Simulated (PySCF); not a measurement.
C$_{7}$H$_{16}$SSi

Input

```
{"job": {"kind": "nmr", "xc": "PBE0", "basis": "pcSseg-1"}, "charge": 0, "multiplicity": 1}
C     -3.853924    -0.151347    -0.474449
C     -2.684971    -0.790146     0.263102
Si    -1.003930    -0.270937    -0.448708
C     -0.742743     1.610275    -0.369916
S      0.451666    -1.325622     0.747353
C      2.005425    -0.498568     0.310167
C      2.434677    -0.712651    -1.117021
C      2.315543     0.791888     1.005301
C      3.036731    -0.463737     1.396582
H     -4.803924    -0.488208    -0.063344
H     -3.829061    -0.411487    -1.529841
H     -3.814648     0.932118    -0.392570
H     -2.741923    -0.529327     1.321401
H     -2.778173    -1.875688     0.211897
H     -0.862618    -0.729869    -1.838637
H     -1.467439     2.123124    -0.994959
H     -0.853487     1.987745     0.643647
H      0.247102     1.890101    -0.717860
H      3.420966    -0.282718    -1.281610
H      1.731463    -0.246800    -1.806240
H      2.477308    -1.777586    -1.338229
H      2.855598     1.548133     0.453626
H      1.589063     1.187847     1.697506
H      2.787474    -0.914832     2.344107
H      4.072889    -0.577563     1.114953
```

Launched as:

```sh
OMP_NUM_THREADS=1 python probes_run.py task.json out
```

Geometry: GFN2-xTB.

Computed with PySCF, PBE0/pcSseg-1, SCF density, gas phase, non-relativistic.

**What will maps of the electron density and electron localisation function show?**

C–C (1.51 Å): the density is about 1.7 e/Å³ at the midpoint; the ELF peaks at about 0.95 between the atoms: localised, covalent bonding.
C–H (1.09 Å): ρ at the midpoint is about 2 e/Å³; the ELF climbs to about 1 towards the hydrogen, as it does in any bond to H (a covalent bond by its length).
Si–H (1.47 Å): the density is about 0.8 e/Å³ at the midpoint; the ELF climbs to about 1 towards the hydrogen.

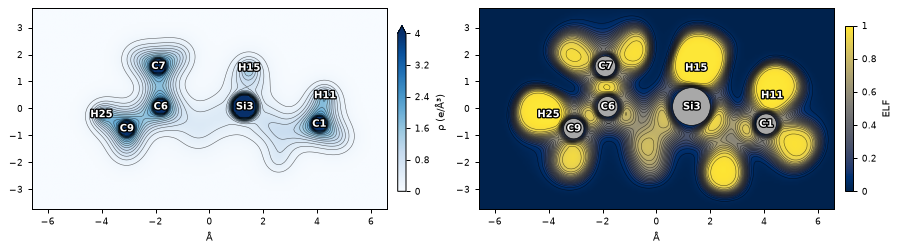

Computed electron density and electron localisation function on the plane of atoms C6, C9 and H25, in this order. Grey discs cover the atomic cores in the ELF map. 
